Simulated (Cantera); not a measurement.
Input: 1 mol FeS, 0.26 mol O2, 0.23 mol H2O, equilibrated at 1323.15 K.

These are equilibrium values from Cantera (NASA tables, ideal gas, pure condensed phases), not measurements of a reactor. Candidate condensed phases: Fe, FeO, Fe(OH)2, Fe(OH)3, FeS, FeSO4, FeS2, Fe2O3, Fe2(SO4)3, Fe3O4, H2O, H2SO4, S; 22 gas species. Metal and sulfide melt together well below either melting point, which pure phases cannot show. Mutual solubility and eutectic melting of coexisting phases are not modelled. The tables' stoichiometric FeO is somewhat more stable than real wüstite, so its field is too wide. FeO, FeS: taken at fixed stoichiometry. Kinetics and transport are ignored.

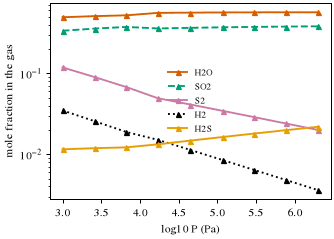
Figure. Equilibrium gas composition (values under 1e-9 drawn at 1e-9)

From 10.0 mbar to 67.0 mbar the condensed part is FeO(s) + FeS(s). From 0.170 bar to 20.0 bar the condensed part is FeS(s) + Fe3O4(s). The main Fe-bearing gas is Fe(OH)2 throughout.
